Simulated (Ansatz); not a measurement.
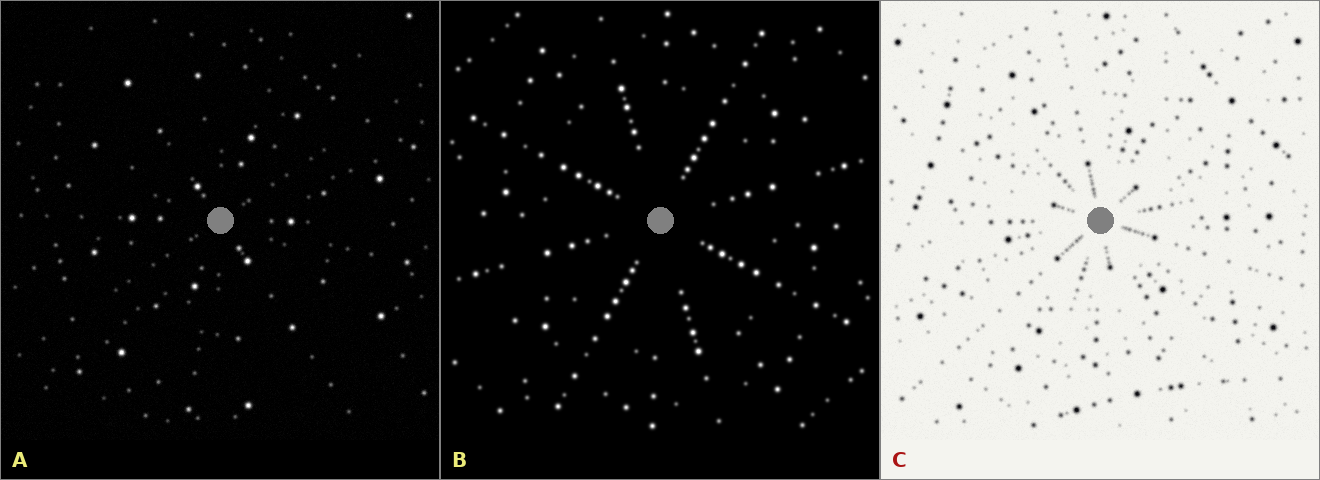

Simulated back-reflection Laue patterns (white X-rays, 0.45 to 2.2 Å, flat plate covering ±45° about the beam, kinematic intensities, seen from the source). Crystal: N, space group Pa-3 (No. 205), a = 6.874 Å. Structure: the input geometry of an electronic-structure calculation (not necessarily at equilibrium).

```
N
1.0
     6.87443    0.00000    0.00000
     0.00000    6.87443    0.00000
     0.00000    0.00000    6.87443
N
8
Direct
  0.04640 0.04640 0.04640
  0.45360 0.95360 0.54640
  0.54640 0.45360 0.95360
  0.95360 0.54640 0.45360
  0.95360 0.95360 0.95360
  0.54640 0.04640 0.45360
  0.45360 0.54640 0.04640
  0.04640 0.45360 0.54640
```

The directions [001], [110], [111] point towards the source, in some order. Which is which?

A: [110], symmetry m (one mirror line). B: [001], symmetry 2mm (a twofold axis with two mirror lines). C: [111], symmetry 3 (a threefold rotation without mirrors). The Laue class is m-3.
